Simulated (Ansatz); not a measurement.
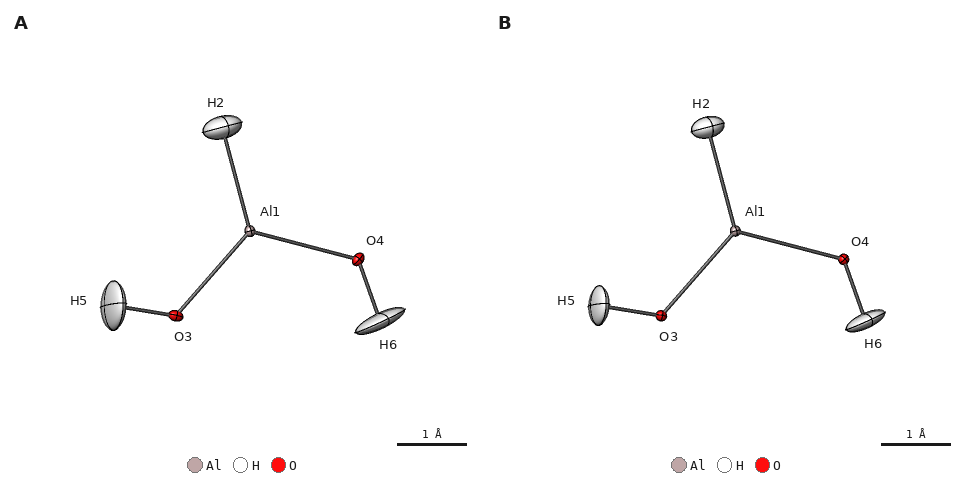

Displacement ellipsoids at the 50 % level, from the internal vibrations of the free molecule (harmonic, no overall translation or rotation; no half-axis is drawn under 0.075 Å). Vibrations computed with RKS PBE0-D4/def2-TZVP (Ansatz 0.2.0). One panel is for 298 K, the other for 600 K.

### Which panel is for 600 K?

A.

### How much does the mean-square displacement of H5 grow, and why?

U_eq goes from 0.0362 to 0.0600 Å², a factor of 1.7. Modes below kT (417 cm⁻¹ at 600 K) grow about in proportion to T, and the lowest lies at 236 cm⁻¹; the mean-square amplitude of a mode is its zero-point value times coth(ħω/2kT), which comes close to 1 only above about 3kT.
